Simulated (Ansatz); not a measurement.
## Electronic structure of CH3ISi in real space

```xyz
6

C    -0.2771    0.5563   -0.8167
Si    0.1365   -0.1966    0.6430
I     0.9206   -2.4644    0.8016
H    -0.6241    1.5841   -0.8131
H    -0.2166    0.0655   -1.7793
H     0.0607    0.4551    1.9645
```

Geometry: PBE0-D4/def2-TZVP; core potentials replace the inner electrons of I.

All numbers below come from Ansatz 0.2.0, RKS PBE0-D4/def2-TZVPP.

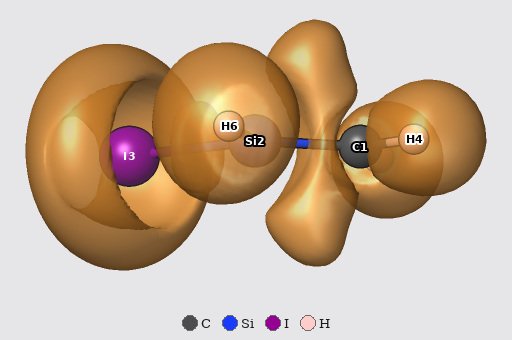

Figure 1. Isosurface of the electron localisation function at 0.75 (orange), seen from one side. Core shells and regions of very low density are left out.

> What do the ELF domains correspond to?

At this value the surface marks out one region between bonded C–Si atoms (shared pairs), one region between bonded I–Si atoms (shared pairs), three regions around hydrogen nuclei and one ring or bowl of non-bonding electrons around I. Along the contacts the grid gives the following. C–Si (1.69 Å): the ELF peaks at about 0.90 between the atoms, as expected for a covalent bond. Si–I (2.40 Å): the ELF peaks at about 0.85 between the atoms, as expected for a shared electron pair.

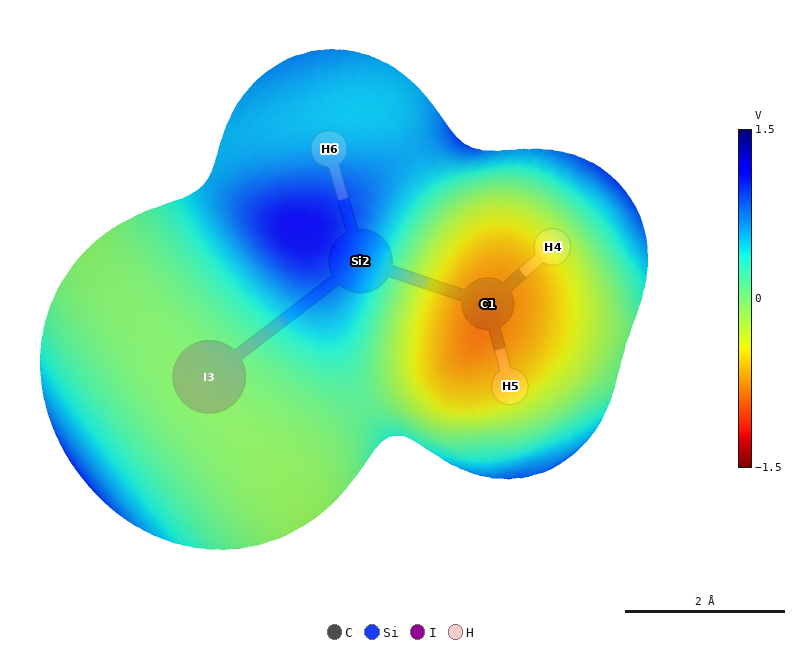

Figure 2. The electrostatic potential painted on the density surface at 0.002 e/bohr³, seen across its widest extent; the colour scale runs from red (negative) to blue (positive).

> Which sites attract a positive test charge, and which a negative one?

A positive charge is drawn to the negative regions and a negative charge to the positive ones. The most negative region (about −0.8 V) lies over the π face of C1, the most positive (about +1.2 V) over Si2. I3 shows a σ-hole: about +1.0 V at the tip opposite its bond, against about −0.1 V on its flanks.

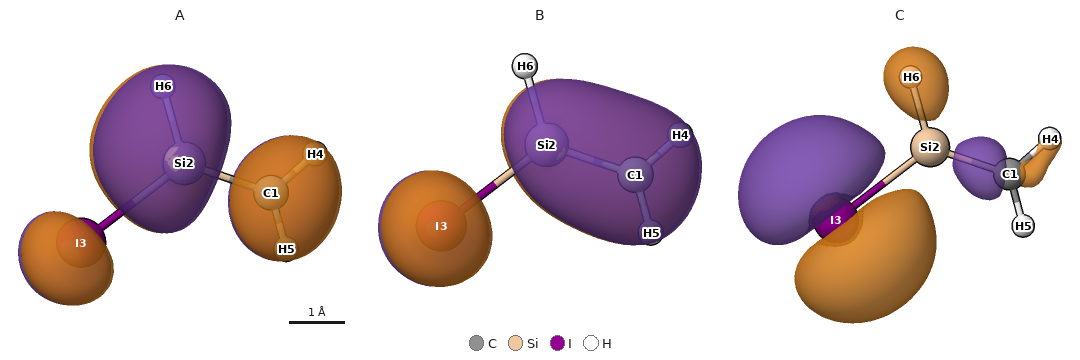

Figure 3. Three frontier orbitals at ±0.08 Å⁻³ᐟ² (orange and purple are the two phases), in no order.

> Order the three orbitals by energy and name them.

C is the HOMO−1 (−8.09 eV). By Hirshfeld shares it lies mainly on I3 (about 90 %); it is symmetric in the molecular plane (an in-plane orbital: σ, lone-pair or in-plane π type); largely a lone pair of I3. B is the HOMO (−6.60 eV). It lies mainly on C1 (about 45 %), Si2 (about 30 %) and I3 (about 15 %); it changes sign across the molecular plane (π type); π-bonding across C1–Si2; π-antibonding (a node) across Si2–I3. A is the LUMO (−1.34 eV). It lies mainly on Si2 (about 50 %), C1 (about 25 %) and I3 (about 15 %); it changes sign across the molecular plane (π type); π-antibonding (a node) across C1–Si2.

> What is the HOMO–LUMO gap?

5.26 eV between the orbital energies.
